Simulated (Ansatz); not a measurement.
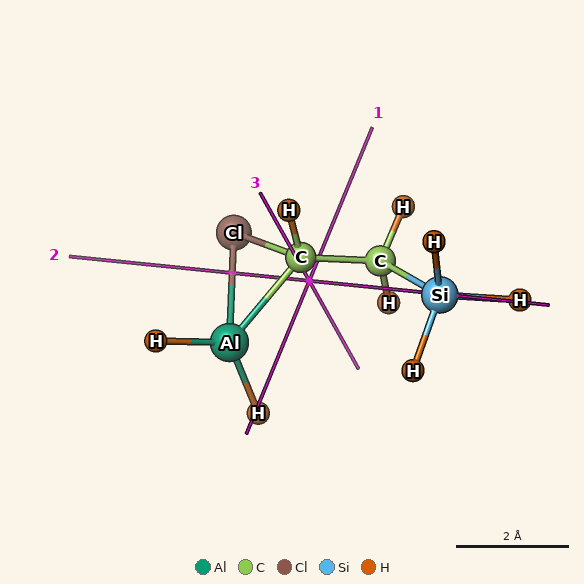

The three principal axes of inertia are drawn and numbered. Depth is shown by fading: the farther an atom, the more it takes the colour of the background. The geometry was computed by an optimisation with PBE-D4/def2-SVP. No frequency run is at hand to confirm it as a minimum. Masses are those of the most abundant isotopes; constants are for the rigid equilibrium geometry.

Which line is the a axis (least moment of inertia), which b and which c?

Answer. a is line 2, b is line 1, c is line 3; the moments are 122, 417, 508 u Å².

Classify the rotor and give the rotational constants (MHz).

Answer. An asymmetric top (C1): A = 4142, B = 1212, C = 995 MHz. Ray's parameter κ is −0.86, close to the prolate limit.
